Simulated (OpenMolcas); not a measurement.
**Co³⁺ complex: multiconfigurational calculation (part 2 of 2)**

The same run, continued: Co³⁺ with 6 ligands (F; octahedron, 1.84 Å), neutralised by 6 outer point charges of +0.5 e, whose field is part of the energies. Method: state-averaged CASSCF, active space 6 electrons in the shell 3d, basis ANO-RCC-VDZP on the metal and ANO-RCC-VDZP on the ligands, DKH2 scalar Hamiltonian, spin-orbit coupling by RASSI with atomic mean-field integrals (OpenMolcas).

Log (extracts), continued:
```
--- RASSI ---
SPIN-FREE ENERGIES:
  (Shifted by EMIN (a.u.) =      -1990.2249393360)

 SF State       Relative EMIN(au)   Rel lowest level(eV)    D:o, cm**(-1)

     1             0.0000000000        0.0000000000              0.0000
     2             0.0000000000        0.0000000000              0.0000
     3             0.0000000000        0.0000000000              0.0000
     4             0.0578698571        1.5747190338          12700.9656
     5             0.0578698571        1.5747190338          12700.9656
    51             0.0605071348        1.6464830154          13279.7811
     7             0.0608328083        1.6553450428          13351.2582
     8             0.0608328083        1.6553450428          13351.2582
     6             0.0608328083        1.6553450428          13351.2582
    10             0.0839168456        2.2834936968          18417.6187
    11             0.0839168456        2.2834936968          18417.6187
     9             0.0839168456        2.2834936968          18417.6187
    52             0.1082740173        2.9462861062          23763.4000
    53             0.1082740173        2.9462861062          23763.4000
    54             0.1082740173        2.9462861062          23763.4000
    12             0.1114543789        3.0328281524          24461.4087
    13             0.1114543789        3.0328281524          24461.4087
    14             0.1114543789        3.0328281524          24461.4087
    16             0.1213088640        3.3009823547          26624.2182
    17             0.1213088640        3.3009823547          26624.2182
    15             0.1213088640        3.3009823547          26624.2182
    19             0.1325028238        3.6055855158          29081.0084
    20             0.1325028238        3.6055855158          29081.0084
    18             0.1325028238        3.6055855158          29081.0084
    22             0.1327130318        3.6113055669          29127.1437
    21             0.1327130318        3.6113055669          29127.1437
    55             0.1490151642        4.0549091897          32705.0482
    56             0.1490151642        4.0549091897          32705.0482
    57             0.1490151642        4.0549091897          32705.0482
    25             0.1564150731        4.2562709694          34329.1405
    23             0.1564150731        4.2562709694          34329.1405
    24             0.1564150731        4.2562709694          34329.1405
    26             0.1664108018        4.5282686029          36522.9494
    58             0.1672447793        4.5509622864          36705.9863
    59             0.1672447793        4.5509622864          36705.9863
    60             0.1738725747        4.7313137884          38160.6192
    27             0.1747015074        4.7538701946          38342.5489
    28             0.1747015074        4.7538701946          38342.5489
    30             0.1756552425        4.7798226501          38551.8696
    31             0.1756552425        4.7798226501          38551.8696
Eigenvalues of complex Hamiltonian:
   -----------------------------------
  (Shifted by EMIN (a.u.) =      -1990.2249393360)

 SO State       Relative EMIN(au)   Rel lowest level(eV)    D:o, cm**(-1)

     1            -0.0022221433        0.0000000000              0.0000
     2            -0.0022221433        0.0000000000              0.0000
     3            -0.0022221433        0.0000000000              0.0000
     4            -0.0009964438        0.0333529837            269.0100
     5            -0.0009964438        0.0333529837            269.0100
     6            -0.0008978970        0.0360345788            290.6385
     7            -0.0008978970        0.0360345788            290.6385
     8            -0.0008978970        0.0360345788            290.6385
     9             0.0007754887        0.0815697214            657.9042
    10             0.0009858388        0.0872936412            704.0707
    11             0.0009858388        0.0872936412            704.0707
    12             0.0009858388        0.0872936412            704.0707
    13             0.0011305136        0.0912304432            735.8231
    14             0.0011305136        0.0912304432            735.8231
    15             0.0011305136        0.0912304432            735.8231
    16             0.0558227407        1.5794817573          12739.3795
    17             0.0576935346        1.6303886523          13149.9713
    18             0.0576940547        1.6304028056          13150.0855
    19             0.0576940547        1.6304028056          13150.0855
    20             0.0576940547        1.6304028056          13150.0855
    21             0.0576948503        1.6304244560          13150.2601
    22             0.0576948503        1.6304244560          13150.2601
    23             0.0577080312        1.6307831274          13153.1530
    24             0.0577080312        1.6307831274          13153.1530
    25             0.0577080312        1.6307831274          13153.1530
    26             0.0577295157        1.6313677499          13157.8683
    27             0.0594844225        1.6791211947          13543.0258
    28             0.0594844224        1.6791211943          13543.0258
    29             0.0596731402        1.6842564667          13584.4445
    30             0.0596731402        1.6842564666          13584.4445
    31             0.0596731402        1.6842564664          13584.4445
    32             0.0619378055        1.7458811488          14081.4811
    33             0.0619378055        1.7458811487          14081.4811
    34             0.0619378055        1.7458811490          14081.4811
    35             0.0674340949        1.8954428016          15287.7772
    36             0.0827342035        2.3117799661          18645.7629
    37             0.0827342035        2.3117799659          18645.7629
    38             0.0827342035        2.3117799660          18645.7629
    39             0.0832319024        2.3253230449          18754.9952
    40             0.0832319024        2.3253230446          18754.9952
    41             0.0844685073        2.3589727785          19026.3986
Weights of the five most important spin-orbit-free states for each spin-orbit state.

 SO State  Total energy (au)           Spin-free states, spin, and weights
 -------------------------------------------------------------------------------------------------------
    1        -0.002222       3 2.0  0.3805    1 2.0  0.3098    2 2.0  0.3080   26 1.0  0.0005    4 2.0  0.0004
    2        -0.002222       2 2.0  0.3703    1 2.0  0.3200    3 2.0  0.3080   26 1.0  0.0005    5 2.0  0.0002
    3        -0.002222       1 2.0  0.3685    2 2.0  0.3201    3 2.0  0.3098   26 1.0  0.0005    5 2.0  0.0004
    4        -0.000996       3 2.0  0.6591    1 2.0  0.2172    2 2.0  0.1196    7 1.0  0.0008    5 2.0  0.0008
    5        -0.000996       2 2.0  0.5444    1 2.0  0.4467    3 2.0  0.0048    5 2.0  0.0008    4 2.0  0.0008
    6        -0.000898       2 2.0  0.4526    3 2.0  0.4041    1 2.0  0.1406    5 2.0  0.0007   10 1.0  0.0003
    7        -0.000898       3 2.0  0.4341    2 2.0  0.3379    1 2.0  0.2254    5 2.0  0.0006    4 2.0  0.0003
    8        -0.000898       1 2.0  0.6314    2 2.0  0.2068    3 2.0  0.1591    4 2.0  0.0008   11 1.0  0.0003
    9         0.000775       1 2.0  0.3305    2 2.0  0.3305    3 2.0  0.3305    4 2.0  0.0016    5 2.0  0.0016
   10         0.000986       1 2.0  0.3678    3 2.0  0.3630    2 2.0  0.2643    8 1.0  0.0014    7 1.0  0.0013
   11         0.000986       2 2.0  0.3678    3 2.0  0.3668    1 2.0  0.2606    6 1.0  0.0014    4 2.0  0.0014
   12         0.000986       1 2.0  0.3668    2 2.0  0.3630    3 2.0  0.2654    8 1.0  0.0014    6 1.0  0.0013
```

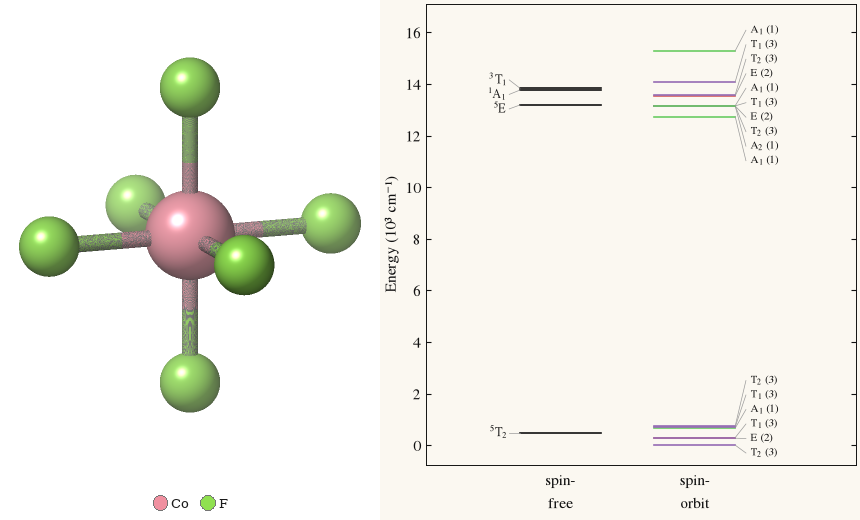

**Figure 1.** Co³⁺ (3d⁶) with 6 ligands, F⁻, at 1.84 Å (arrangement: octahedron, Oh), neutralised by outer point charges of +0.5 e, and its levels. Labels give the representation in O, Td, D4 or D3 as the site allows (double group for half-integer spin) where it could be assigned and, in brackets, the degeneracy; spin-free states, where drawn, share the zero of the spin-orbit levels. The ground level is T₂, 3-fold degenerate, 100 % from states of spin multiplicity 5. The next level lies at 269 cm⁻¹ (E). The lowest spin-free state is ⁵T₂; of the same spin there follows at 12,700 cm⁻¹ (⁵E) above it. The active orbitals hold 89 to 97 % metal character (Löwdin), and the Mulliken charge of the metal is +2.14.

Outcome of the run: converged.
